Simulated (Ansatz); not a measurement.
# Fields on a plane of LiNbO2 (space group P6_3/mmc)

```
CELL_PARAMETERS angstrom
      2.87039     0.00000     0.00000
     -1.43520     2.48583     0.00000
      0.00000     0.00000    10.22534
ATOMIC_POSITIONS crystal
  Li 0.00000 0.00000 0.00000
  Li 0.00000 0.00000 0.50000
  Nb 0.33333 0.66667 0.75000
  Nb 0.66667 0.33333 0.25000
  O  0.33333 0.66667 0.12224
  O  0.66667 0.33333 0.87776
  O  0.66667 0.33333 0.62224
  O  0.33333 0.66667 0.37776
```

The slice is a (-1 1 0 2) plane (indices of the conventional cell) through the point (0.333, 0.667, 0.750) (fractional), spanned by u = [110] and v = [1 -1 1] in vectors of this cell: u (2.87 Å) and v (11.37 Å, at 90° to u). It covers one period; positions are fractions (u, v).

Atoms on it: Nb at (0.00, 0.00); O at (0.50, 0.86), 0.2 Å off the plane. Other atoms lie within 1 Å of the plane.

All values below come from LDA (plane waves to 420 eV, PAW, scalar-relativistic; Ansatz, a quantum-chemistry and plane-wave program). k mesh 13×13×4. Inside the PAW spheres the values are not all-electron values, and peaks at nuclei hang on which shells count as valence. LiNbO2 is run without spin polarisation and with no Hubbard U. LiNbO2 was relaxed with its symmetry unable to fall.

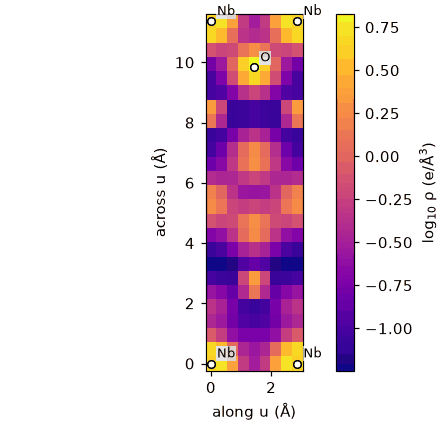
Log₁₀ of the valence density in e/Å³, one period of the plane, atoms marked. The scale is logarithmic, as a density can span decades between atoms and voids.

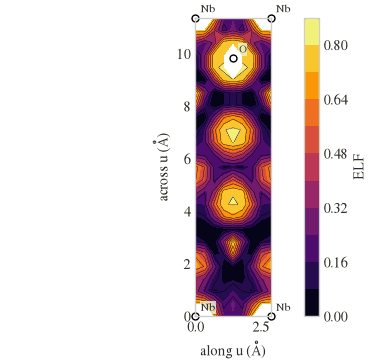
*Electron localisation function (ELF), one period of the plane, atoms marked. Points within 0.4 Å of a nucleus are left white, as the pseudised field means little there.*
